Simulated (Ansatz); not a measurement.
Fields on a plane of Zn (hcp, Mg type)

```
Zn
1.0
    2.62220     0.00000     0.00000
   -1.31110     2.27089     0.00000
    0.00000     0.00000     5.19319
Zn
2
Direct
  0.33333   0.66667   0.75000
  0.66667   0.33333   0.25000
```

The slice is a (1 -1 0 0) plane (indices of the conventional cell) through the point (0.333, 0.667, 0.750) (fractional), spanned by u = [110] and v = [001] in vectors of this cell: u (2.62 Å) and v (5.19 Å, at 90° to u). It covers one period; positions are fractions (u, v).

Atoms on it: Zn at (0.00, 0.00). Other atoms lie within 1 Å of the plane.

Level of theory: PBE (plane waves to 420 eV, PAW, scalar-relativistic; Ansatz, a first-principles code). k mesh 20×20×9. Inside the PAW spheres the values are not all-electron values, and peaks at nuclei hang on which shells count as valence. The PAW data are Ansatz's earlier set. Zn was relaxed with its symmetry unable to fall.

| v \ u | 0.00 | 0.12 | 0.25 | 0.38 | 0.50 | 0.62 | 0.75 | 0.88 |
|---|---|---|---|---|---|---|---|---|
| 0.88 | 0.2 | 0.0 | -0.4 | -0.7 | -0.8 | -0.7 | -0.4 | 0.0 |
| 0.75 | -0.8 | -0.8 | -0.9 | -0.9 | -0.9 | -0.9 | -0.9 | -0.8 |
| 0.62 | -0.8 | -0.8 | -0.7 | -0.6 | -0.5 | -0.6 | -0.7 | -0.8 |
| 0.50 | -0.7 | -0.6 | -0.4 | -0.2 | -0.1 | -0.2 | -0.4 | -0.6 |
| 0.38 | -0.8 | -0.8 | -0.7 | -0.6 | -0.5 | -0.6 | -0.7 | -0.8 |
| 0.25 | -0.8 | -0.8 | -0.9 | -0.9 | -0.9 | -0.9 | -0.9 | -0.8 |
| 0.12 | 0.2 | 0.0 | -0.4 | -0.7 | -0.8 | -0.7 | -0.4 | 0.0 |
| 0.00 | 1.7 | 1.2 | 0.1 | -0.4 | -0.6 | -0.4 | 0.1 | 1.2 |

Values: log₁₀ of the valence density in e/Å³. The scale is logarithmic, as a density can span decades between atoms and voids.

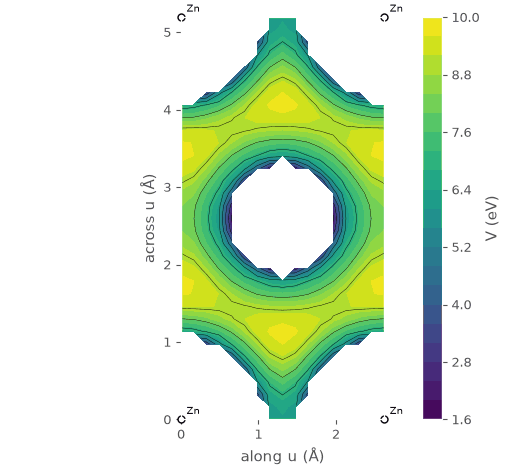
*Electrostatic potential energy of an electron, from the cell's mean, in eV, one period of the plane, atoms marked. Points within 1 Å of a nucleus are left white, as the pseudised field means little there. The zero, the cell's mean, hangs on the PAW cores.*

The density on the Zn–Zn line (2.62 Å) at its midpoint is 0.26 e/Å³ and the ELF at that point comes out as 0.34.
